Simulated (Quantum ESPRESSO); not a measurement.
# Magnetic state of RbMnF3 from several starts, part 2 of 2

Does RbMnF3 prefer parallel or opposed moments?

Quantum ESPRESSO 7.5; PBEsol with U = 4 eV on Mn d (ortho-atomic projectors); plane waves with GBRV 1.5 PBEsol potentials, no spin-orbit coupling.

So far, absolute magnetization (μB): step 2 (start 1: ferro +) 5.00.

## (3) Run 2 (antiferro q=(0,0,1/2) +−)

This order needs a doubled cell of 10 atoms. The wavevector q is in fractions of the reciprocal vectors of the crystal's primitive cell, as the cells of these inputs are built from it; moments change sign between cells as cos(2π q·R).

File pw.in:

```
&CONTROL
  calculation = 'scf'
  prefix = 'pwscf'
  outdir = './tmp'
  pseudo_dir = './pseudo'
  disk_io = 'nowf'
/
&SYSTEM
  ibrav = 0
  nat = 10
  ntyp = 4
  ecutwfc = 40
  ecutrho = 280
  nbnd = 59
  occupations = 'smearing'
  smearing = 'fd'
  degauss = 0.00367493
  nspin = 2
  starting_magnetization(1) = 0
  starting_magnetization(2) = 0.3
  starting_magnetization(3) = -0.3
  starting_magnetization(4) = 0
/
&ELECTRONS
  conv_thr = 2d-08
  electron_maxstep = 150
  mixing_beta = 0.3
/
ATOMIC_SPECIES
Rb     85.4678 rb_pbesol_v1.uspp.F.UPF
Mn1    54.9380 mn_pbesol_v1.5.uspp.F.UPF
Mn2    54.9380 mn_pbesol_v1.5.uspp.F.UPF
F      18.9984 f_pbesol_v1.4.uspp.F.UPF
CELL_PARAMETERS angstrom
   4.2324721400    0.0000000000    0.0000000000
   0.0000000000    4.2324721400    0.0000000000
   0.0000000000    0.0000000000    8.4649442800
ATOMIC_POSITIONS crystal
Rb      0.0000000000    0.0000000000    0.0000000000
Rb      0.0000000000    0.0000000000    0.5000000000
Mn1     0.5000000000    0.5000000000    0.2500000000
Mn2     0.5000000000    0.5000000000    0.7500000000
F       0.5000000000    0.0000000000    0.2500000000
F       0.5000000000    0.0000000000    0.7500000000
F       0.5000000000    0.5000000000    0.0000000000
F       0.5000000000    0.5000000000    0.5000000000
F       0.0000000000    0.5000000000    0.2500000000
F       0.0000000000    0.5000000000    0.7500000000
K_POINTS automatic
6 6 3 0 0 0
HUBBARD {ortho-atomic}
U Mn1-3d 4.0000
U Mn2-3d 4.0000
```

Run with:

```console
> OMP_NUM_THREADS=1 mpirun -n 4 pw.x -nk 4 -in pw.in > pw.out
```

Output:

```text
[banner, memory and clock lines left out]
Program PWSCF v.7.5 starts

     Message from routine setup:
     using ibrav=0 with symmetry is DISCOURAGED, use correct ibrav instead

     bravais-lattice index     =            0
     lattice parameter (alat)  =       7.9982  a.u.
     unit-cell volume          =    1023.3140 (a.u.)^3
     number of atoms/cell      =           10
     number of atomic types    =            4
     number of electrons       =        90.00
     number of Kohn-Sham states=           59
     kinetic-energy cutoff     =      40.0000  Ry
     charge density cutoff     =     280.0000  Ry
     scf convergence threshold =      2.0E-08
     mixing beta               =       0.3000
     number of iterations used =            8  plain     mixing
     Exchange-correlation= SLA  PW   PSX  PSC
                           (   1   4  10   8   0   0   0)
     Hubbard projectors: ortho-atomic
     Hubbard parameters of DFT+U (Dudarev formulation) in eV:
     U(Mn1-3d) =  4.0000
     U(Mn2-3d) =  4.0000

     Internal variables: lda_plus_u =T, lda_plus_u_kind = 0

     Internal variables: orbital_resolved =F, hub_pot_fix =F, apply_U = F

     celldm(1)=   7.998213  celldm(2)=   0.000000  celldm(3)=   0.000000
     celldm(4)=   0.000000  celldm(5)=   0.000000  celldm(6)=   0.000000

     crystal axes: (cart. coord. in units of alat)
               a(1) = (   1.000000   0.000000   0.000000 )
               a(2) = (   0.000000   1.000000   0.000000 )
               a(3) = (   0.000000   0.000000   2.000000 )

     reciprocal axes: (cart. coord. in units 2 pi/alat)
               b(1) = (  1.000000  0.000000  0.000000 )
               b(2) = (  0.000000  1.000000  0.000000 )
               b(3) = (  0.000000  0.000000  0.500000 )

     PseudoPot. # 1 for Rb read from file:
     rb_pbesol_v1.uspp.F.UPF
     Pseudo is Ultrasoft + core correction, Zval =  9.0

     PseudoPot. # 2 for Mn read from file:
     mn_pbesol_v1.5.uspp.F.UPF
     Pseudo is Ultrasoft + core correction, Zval = 15.0

     PseudoPot. # 3 for Mn read from file:
     mn_pbesol_v1.5.uspp.F.UPF
     Pseudo is Ultrasoft + core correction, Zval = 15.0

     PseudoPot. # 4 for F  read from file:
     f_pbesol_v1.4.uspp.F.UPF
     Pseudo is Ultrasoft, Zval =  7.0

     atomic species   valence    mass     pseudopotential
     Rb                9.00    85.46780     Rb( 1.00)
     Mn1              15.00    54.93800     Mn( 1.00)
     Mn2              15.00    54.93800     Mn( 1.00)
     F                 7.00    18.99840     F ( 1.00)

     Starting magnetic structure
     atomic species   magnetization
     Rb              0.000
     Mn1             0.300
     Mn2            -0.300
     F               0.000

     16 Sym. Ops., with inversion, found ( 8 have fractional translation)

   Cartesian axes

     site n.     atom                  positions (alat units)
         1        Rb     tau(   1) = (   0.0000000   0.0000000   0.0000000  )
         2        Rb     tau(   2) = (   0.0000000   0.0000000   1.0000000  )
         3        Mn1    tau(   3) = (   0.5000000   0.5000000   0.5000000  )
         4        Mn2    tau(   4) = (   0.5000000   0.5000000   1.5000000  )
         5        F      tau(   5) = (   0.5000000   0.0000000   0.5000000  )
         6        F      tau(   6) = (   0.5000000   0.0000000   1.5000000  )
         7        F      tau(   7) = (   0.5000000   0.5000000   0.0000000  )
         8        F      tau(   8) = (   0.5000000   0.5000000   1.0000000  )
         9        F      tau(   9) = (   0.0000000   0.5000000   0.5000000  )
        10        F      tau(  10) = (   0.0000000   0.5000000   1.5000000  )

     number of k points=    20  Fermi-Dirac smearing, width (Ry)=  0.0037
                       cart. coord. in units 2pi/alat
        k(    1) = (   0.0000000   0.0000000   0.0000000), wk =   0.0092593
        k(    2) = (   0.0000000   0.0000000   0.1666667), wk =   0.0185185
        k(    3) = (   0.0000000   0.1666667   0.0000000), wk =   0.0370370
        k(    4) = (   0.0000000   0.1666667   0.1666667), wk =   0.0740741
        k(    5) = (   0.0000000   0.3333333   0.0000000), wk =   0.0370370
        [... 15 further k-points ...]

     Dense  grid:    80981 G-vectors     FFT dimensions: (  45,  45,  90)

     Smooth grid:    34957 G-vectors     FFT dimensions: (  36,  36,  72)

     Check: negative core charge=   -0.000023
     Generating pointlists ...
     new r_m :   0.2917 (alat units)  2.3329 (a.u.) for type    1
     new r_m :   0.2063 (alat units)  1.6496 (a.u.) for type    2
     new r_m :   0.2063 (alat units)  1.6496 (a.u.) for type    3
     new r_m :   0.2063 (alat units)  1.6496 (a.u.) for type    4

     Initial potential from superposition of free atoms

     starting charge      87.9883, renormalised to      90.0000

     negative rho (up, down):  7.122E-02 7.122E-02

     STARTING HUBBARD OCCUPATIONS:

     =================== HUBBARD OCCUPATIONS ===================
     ------------------------ ATOM    3 ------------------------
     Tr[ns(  3)] (up, down, total) =   5.00000  0.00000  5.00000
     Atomic magnetic moment for atom   3 =   5.00000
     [... lines left out ...]
     ------------------------ ATOM    4 ------------------------
     Tr[ns(  4)] (up, down, total) =   0.00000  5.00000  5.00000
     Atomic magnetic moment for atom   4 =  -5.00000
     [... lines left out ...]
     Number of occupied Hubbard levels =   10.0000

     Atomic wfc used for Hubbard projectors are orthogonalized

     Starting wfcs are   70 randomized atomic wfcs

     Self-consistent Calculation

     iteration #  1     ecut=    40.00 Ry     beta= 0.30
     Davidson diagonalization with overlap
     ethr =  1.00E-02,  avg # of iterations =  2.3

     =================== HUBBARD OCCUPATIONS ===================
     ------------------------ ATOM    3 ------------------------
     Tr[ns(  3)] (up, down, total) =   4.95048  0.14077  5.09126
     Atomic magnetic moment for atom   3 =   4.80971
     [... lines left out ...]
     ------------------------ ATOM    4 ------------------------
     Tr[ns(  4)] (up, down, total) =   0.14078  4.95050  5.09128
     Atomic magnetic moment for atom   4 =  -4.80972
     [... lines left out ...]
     Number of occupied Hubbard levels =   10.1825

     Threshold (ethr) on eigenvalues was too large:
     Diagonalizing with lowered threshold

     Davidson diagonalization with overlap
     ethr =  8.12E-04,  avg # of iterations =  1.7

     negative rho (up, down):  7.026E-02 7.026E-02

     total energy              =    -820.20789194 Ry
     estimated scf accuracy    <       0.73363870 Ry

     total magnetization       =    -0.00 Bohr mag/cell
     absolute magnetization    =     9.88 Bohr mag/cell

     iteration #  2     ecut=    40.00 Ry     beta= 0.30
     Davidson diagonalization with overlap
     ethr =  8.15E-04,  avg # of iterations =  2.0

     negative rho (up, down):  6.992E-02 6.992E-02

     total energy              =    -820.29278313 Ry
     estimated scf accuracy    <       0.09546013 Ry

     total magnetization       =     0.00 Bohr mag/cell
     absolute magnetization    =     9.88 Bohr mag/cell

     [... further iterations left out ...]

     iteration # 10     ecut=    40.00 Ry     beta= 0.30
     Davidson diagonalization with overlap
     ethr =  2.41E-10,  avg # of iterations =  2.0

     negative rho (up, down):  7.007E-02 7.007E-02

     total energy              =    -820.31013607 Ry
     estimated scf accuracy    <       0.00000020 Ry

     total magnetization       =    -0.00 Bohr mag/cell
     absolute magnetization    =     9.90 Bohr mag/cell

     iteration # 11     ecut=    40.00 Ry     beta= 0.30
     Davidson diagonalization with overlap
     ethr =  2.20E-10,  avg # of iterations =  2.7

     negative rho (up, down):  7.007E-02 7.007E-02

     Magnetic moment per site  (integrated on atomic sphere of radius R)
     atom   1 (R=0.292)  charge=  7.3427  magn= -0.0000
     atom   2 (R=0.292)  charge=  7.3427  magn= -0.0000
     atom   3 (R=0.206)  charge= 12.3580  magn=  4.2349
     atom   4 (R=0.206)  charge= 12.3580  magn= -4.2349
     atom   5 (R=0.206)  charge=  6.7086  magn=  0.0493
     atom   6 (R=0.206)  charge=  6.7086  magn= -0.0493
     atom   7 (R=0.206)  charge=  6.7084  magn=  0.0000
     atom   8 (R=0.206)  charge=  6.7084  magn=  0.0000
     atom   9 (R=0.206)  charge=  6.7086  magn=  0.0493
     atom  10 (R=0.206)  charge=  6.7086  magn= -0.0493

     End of self-consistent calculation

     =================== HUBBARD OCCUPATIONS ===================
     ------------------------ ATOM    3 ------------------------
     Tr[ns(  3)] (up, down, total) =   4.98233  0.21065  5.19298
     Atomic magnetic moment for atom   3 =   4.77168
     [... lines left out ...]
     ------------------------ ATOM    4 ------------------------
     Tr[ns(  4)] (up, down, total) =   0.21065  4.98233  5.19298
     Atomic magnetic moment for atom   4 =  -4.77168
     [... lines left out ...]
     Number of occupied Hubbard levels =   10.3860

     [... lines left out ...]
     the Fermi energy is     8.0545 ev

!    total energy              =    -820.31013614 Ry
     estimated scf accuracy    <          3.1E-09 Ry
     smearing contrib. (-TS)   =      -0.00000000 Ry
     internal energy E=F+TS    =    -820.31013614 Ry

     The total energy is F=E-TS. E is the sum of the following terms:
     one-electron contribution =    -479.96606101 Ry
     hartree contribution      =     282.82006758 Ry
     xc contribution           =    -134.69113758 Ry
     ewald contribution        =    -488.53668907 Ry
     Hubbard energy            =       0.06368393 Ry

     total magnetization       =    -0.00 Bohr mag/cell
     absolute magnetization    =     9.90 Bohr mag/cell

     convergence has been achieved in  11 iterations
```

Elapsed: 1.8 min, on 4 MPI ranks of Intel Xeon Platinum 8259CL at 2.50GHz (Skylake/Cascade Lake), shared host; peak memory 0.78 GiB; 7.4 min of CPU time.

Spin moment in the atom's sphere by atom:

| atom | spin moment in the atom's sphere (μB) |
| --- | --- |
| Rb1 | 0.00 |
| Rb2 | 0.00 |
| Mn3 | 4.23 |
| Mn4 | -4.23 |
| F5 | 0.05 |
| F6 | -0.05 |
| F7 | 0.00 |
| F8 | 0.00 |
| F9 | 0.05 |
| F10 | -0.05 |

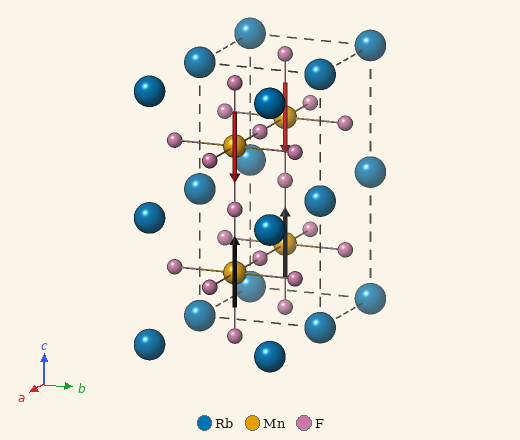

Spin moment in the atom's sphere as arrows, the longest 4.23 μB. Up and down stand for the sign. Arrows give size and sign along the axis of quantisation, drawn up and down the page. The two directions have two colours. 2×1×1 cells are drawn. Some periodic images of atoms are drawn too.

Read from the output:

```
smearing term TS       : 1.16e-13 eV
magnetization          : 0 μB
absolute magnetization : 9.897 μB
final state            : antiferromagnetic
```

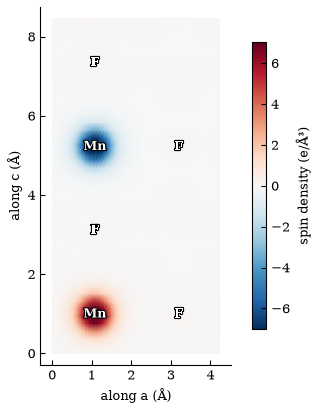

Spin density in the ac plane at fractional y = 0.500, with atoms of Mn and F within 0.2 Å of it. The map starts off the cell's origin, so that atoms lie inside it.

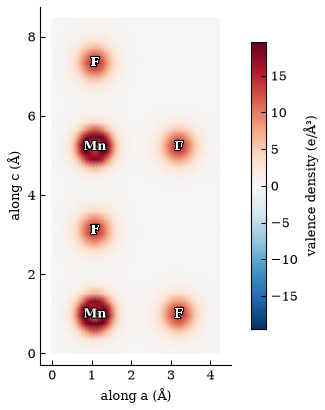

Valence density in the ac plane at fractional y = 0.500, with atoms of Mn and F within 0.2 Å of it. It is the smooth field of the valence electrons, not physical close to the nuclei. The map starts off the cell's origin, so that atoms lie inside it.

## (4) Run 3 (antiferro q=(0,1/2,1/2) +−)

The cell is doubled to 10 atoms to hold this order.

File pw.in:

```
&CONTROL
  calculation = 'scf'
  prefix = 'pwscf'
  outdir = './tmp'
  pseudo_dir = './pseudo'
  disk_io = 'nowf'
/
&SYSTEM
  ibrav = 0
  nat = 10
  ntyp = 4
  ecutwfc = 40
  ecutrho = 280
  nbnd = 59
  occupations = 'smearing'
  smearing = 'fd'
  degauss = 0.00367493
  nspin = 2
  starting_magnetization(1) = 0
  starting_magnetization(2) = 0.3
  starting_magnetization(3) = -0.3
  starting_magnetization(4) = 0
/
&ELECTRONS
  conv_thr = 2d-08
  electron_maxstep = 150
  mixing_beta = 0.3
/
ATOMIC_SPECIES
Rb     85.4678 rb_pbesol_v1.uspp.F.UPF
Mn1    54.9380 mn_pbesol_v1.5.uspp.F.UPF
Mn2    54.9380 mn_pbesol_v1.5.uspp.F.UPF
F      18.9984 f_pbesol_v1.4.uspp.F.UPF
CELL_PARAMETERS angstrom
   4.2324721400    0.0000000000    0.0000000000
   0.0000000000    8.4649442800    0.0000000000
   0.0000000000    4.2324721400    4.2324721400
ATOMIC_POSITIONS crystal
Rb      0.0000000000    0.0000000000    0.0000000000
Rb      0.0000000000    0.5000000000    0.0000000000
Mn1     0.5000000000    0.0000000000    0.5000000000
Mn2     0.5000000000    0.5000000000    0.5000000000
F       0.5000000000    0.7500000000    0.5000000000
F       0.5000000000    0.2500000000    0.5000000000
F       0.5000000000    0.2500000000    0.0000000000
F       0.5000000000    0.7500000000    0.0000000000
F       0.0000000000    0.0000000000    0.5000000000
F       0.0000000000    0.5000000000    0.5000000000
K_POINTS automatic
6 3 6 0 0 0
HUBBARD {ortho-atomic}
U Mn1-3d 4.0000
U Mn2-3d 4.0000
```

Output:

```text
     [... lines left out ...]
Program PWSCF v.7.5 starts
     [... lines left out ...]
     number of atoms/cell      =           10
     [... lines left out ...]
     number of electrons       =        90.00
     number of Kohn-Sham states=           59
     kinetic-energy cutoff     =      40.0000  Ry
     charge density cutoff     =     280.0000  Ry
     scf convergence threshold =      2.0E-08
     [... lines left out ...]
     16 Sym. Ops., with inversion, found ( 8 have fractional translation)
     [... lines left out ...]
     number of k points=    24  Fermi-Dirac smearing, width (Ry)=  0.0037
     [... lines left out ...]
     iteration # 11     ecut=    40.00 Ry     beta= 0.30
     [... lines left out ...]
     Magnetic moment per site  (integrated on atomic sphere of radius R)
     atom   1 (R=0.292)  charge=  7.3425  magn=  0.0000
     atom   2 (R=0.292)  charge=  7.3425  magn= -0.0000
     atom   3 (R=0.206)  charge= 12.3590  magn=  4.2283
     atom   4 (R=0.206)  charge= 12.3590  magn= -4.2283
     atom   5 (R=0.206)  charge=  6.7082  magn=  0.0000
     atom   6 (R=0.206)  charge=  6.7082  magn=  0.0000
     atom   7 (R=0.206)  charge=  6.7083  magn=  0.0000
     atom   8 (R=0.206)  charge=  6.7083  magn=  0.0000
     atom   9 (R=0.206)  charge=  6.7088  magn=  0.0480
     atom  10 (R=0.206)  charge=  6.7088  magn= -0.0480
     [... lines left out ...]
     Tr[ns(  3)] (up, down, total) =   4.98168  0.21513  5.19682
     [... lines left out ...]
     Tr[ns(  4)] (up, down, total) =   0.21513  4.98168  5.19682
     [... lines left out ...]
     the Fermi energy is     8.0649 ev
!    total energy              =    -820.31131233 Ry
     estimated scf accuracy    <          3.0E-09 Ry
     smearing contrib. (-TS)   =      -0.00000000 Ry
     [... lines left out ...]
     total magnetization       =    -0.00 Bohr mag/cell
     absolute magnetization    =     9.79 Bohr mag/cell
     convergence has been achieved in  11 iterations
```

Wall time 2.3 min (4 MPI ranks); peak memory 0.95 GiB.

Spin moment in the atom's sphere by atom:

| atom | spin moment in the atom's sphere (μB) |
| --- | --- |
| Rb1 | 0.00 |
| Rb2 | 0.00 |
| Mn3 | 4.23 |
| Mn4 | -4.23 |
| F5 | 0.00 |
| F6 | 0.00 |
| F7 | 0.00 |
| F8 | 0.00 |
| F9 | 0.05 |
| F10 | -0.05 |

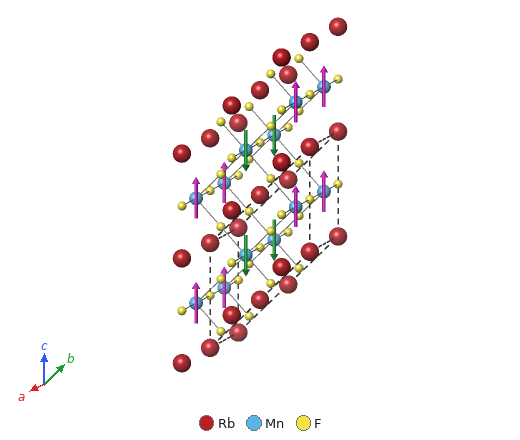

Spin moment in the atom's sphere as arrows, the longest 4.23 μB. Up and down stand for the sign. Arrows give size and sign along the axis of quantisation, drawn up and down the page. The two directions have two colours. 2×1×2 cells are drawn. Some periodic images of atoms are drawn too.

This step gave:

```yaml
smearing_term_ts: 8.19e-14 eV
magnetization: 0 μB
absolute_magnetization: 9.79 μB
final_state: antiferromagnetic
```

## (5) Ranking

An order is kept where moments of 0.15 μB or more survive with the typed signs; meshes match where a doubled cell samples the same k points as the first cell.

Orders:

| start | final state | typed order kept | energy over the lowest (meV a seeded atom) | largest site moment (μB) | net moment (μB a cell of the first run) | mesh matched | CPU time (s) |
| --- | --- | --- | --- | --- | --- | --- | --- |
| ferro + | ferromagnetic | yes | 16.93 | 4.242 | 5 | yes | 114.4 |
| antiferro q=(0,0,1/2) +- | antiferromagnetic | yes | 8.001 | 4.235 | 0 | yes | 442.3 |
| antiferro q=(0,1/2,1/2) +- | antiferromagnetic | yes | 0 | 4.228 | 0 | yes | 545.9 |

## (6) Couplings from the energies

E = −Σ J e·e over ordered pairs of unit vectors, so each pair counts twice. As many shells are taken as there are differences of energy, so the couplings are solved for and no residual tests the model; further shells are folded in, and shells whose pairs keep their relative signs in all orders cancel and are not probed. Couplings from the energies:

| pair | distance (Å) | neighbours an atom | J (meV) |
| --- | --- | --- | --- |
| Mn-Mn | 4.232 | 6 | -2 |
| Mn-Mn | 5.986 | 12 | -0.05805 |

## (7) Occupations of the corrected shells in the lowest state

Occupations of the Hubbard shells:

| block | type | shell | spin | electrons | occupation numbers |
| --- | --- | --- | --- | --- | --- |
| 3 | Mn1 | 3d | up | 4.982 | 0.994 0.994 0.998 0.998 0.998 |
| 3 | Mn1 | 3d | down | 0.2151 | 0.023 0.023 0.023 0.071 0.075 |
| 4 | Mn2 | 3d | up | 0.2151 | 0.023 0.023 0.023 0.071 0.075 |
| 4 | Mn2 | 3d | down | 4.982 | 0.994 0.994 0.998 0.998 0.998 |

## (8) Results

```yaml
lowest_state_found: antiferromagnetic (from antiferro q=(0,1/2,1/2) +-)
largest_site_moment: 4.23 μB
next_state_with_moments: antiferromagnetic, 8.00 meV a seeded atom higher
j_of_the_weightiest_shell: -2.00 meV
```

In words: The largest moment changes by 0.32 % between the kept orders, as for well localised moments. Only these 3 starts were compared; other wavevectors, canted and longer-period orders were not.

[Logs and program files are shortened in this print: banners, set-up blocks, solver, clock and traceback lines can be left out without a mark of their own.]

[Logs are printed without paths, hosts, clocks, repeated set-up lines and the standing remarks that a program may print on its own settings, such as how far it seeks lower states.]

[Hosts, paths, dates, database ids (printed as entryN), source tags and the programs' standing remarks are cut or masked in the printed files.]

[Where a cell is said to come from a database of computed structures, the database is the Materials Project.]
